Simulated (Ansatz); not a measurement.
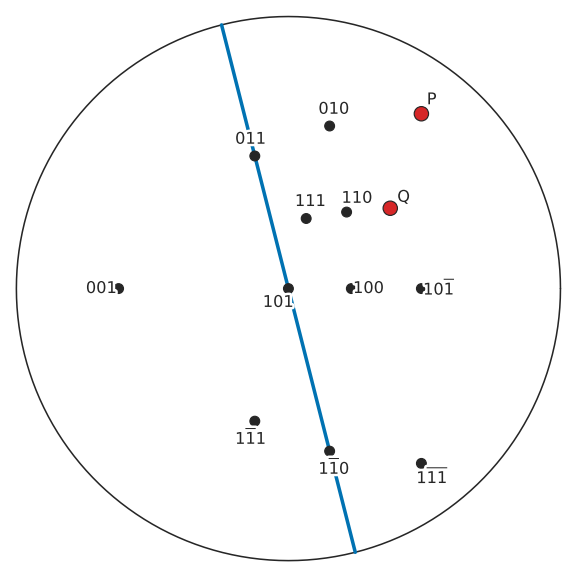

Crystal: YbC, the geometry relaxed with DFT PBEsol, scalar-relativistic, plane waves, PAW in Ansatz; the starting structure was generated, so it need not be a known form of this composition. Stereographic projection of plane normals (upper hemisphere) centred on (1 0 1). The drawing is computed from the coordinates (standard cell, symmetry found to 0.002 Å).

a = 3.368 Å, b = 3.368 Å, c = 5.968 Å, α = 90.00°, β = 90.00°, γ = 120.00°.

### Index the poles marked P, Q.

P is (0 1 −1), in four indices (0 1 −1 −1), 77.8° from the centre; Q is (1 1 −1), in four indices (1 1 −2 −1), 51.0° from the centre.

### Which zone does the coloured great circle trace?

The zone [1 1 −1]: its poles satisfy h + k − l = 0.

### What is the angle between the normals of (1 1 1) and (0 1 0), and what are their d_hkl = 1/|g|?

33.5°; d = 1.621 Å and 2.917 Å.
